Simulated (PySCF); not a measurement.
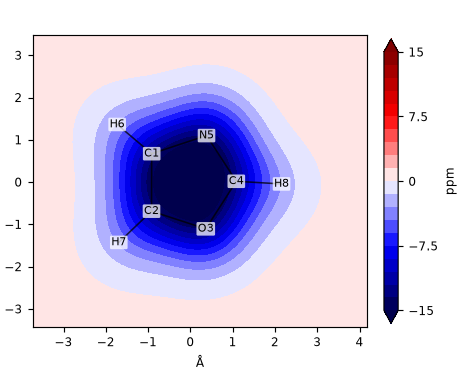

Figure 1: C3H3NO, SMILES `c1cocn1`. NICSzz (the component normal to the ring) 1.7 Å above the plane of the 5-membered ring C1/C2/O3/C4/N5; GIAO shieldings; atoms are projected onto the map; negative values mean shielding.

PySCF calculation, PBE/6-31+G*, gas phase; geometry: GFN2-xTB. No frequency check shows the geometry to be a minimum.

Q: Classify the ring and give its NICS values.

A: It is strongly diatropic (aromatic): NICS(0) = −11.4, NICS(1) = −10.0, NICS(1)zz = −29.3 ppm.
